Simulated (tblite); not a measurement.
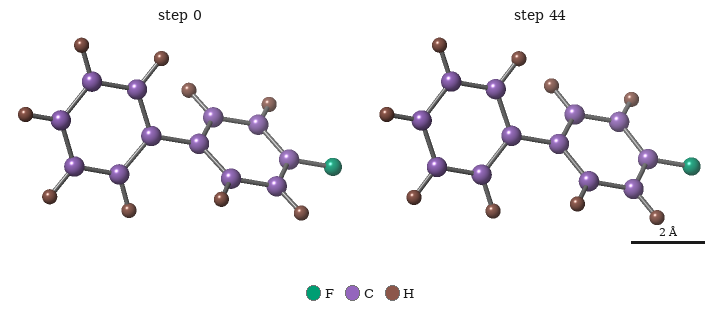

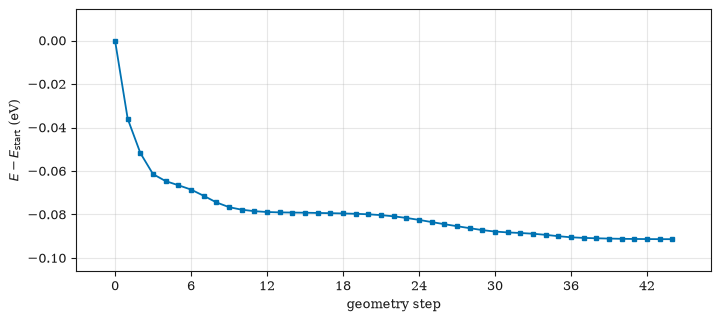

First and last geometry of a relaxation of C$_{12}$H$_{9}$F, with the history of the run. A ball-and-stick model, seen at a tilt.

Method: tblite 0.8.0, GFN2-xTB geometry optimisation, gas phase. 

**Read the history and describe the run.**

It converged. The energy falls by 0.091 eV in 44 geometry steps. The largest moves after the best rigid fit, 0.22 Å, are those of H atoms. Largest moves by element: H 0.22 Å, C 0.13 Å, F 0.04 Å. Among the contacts that change: C–C 1.407 → 1.382 Å, C–H 1.100 → 1.080 Å, C–H 1.075 → 1.080 Å, C–C 1.387 → 1.383 Å.
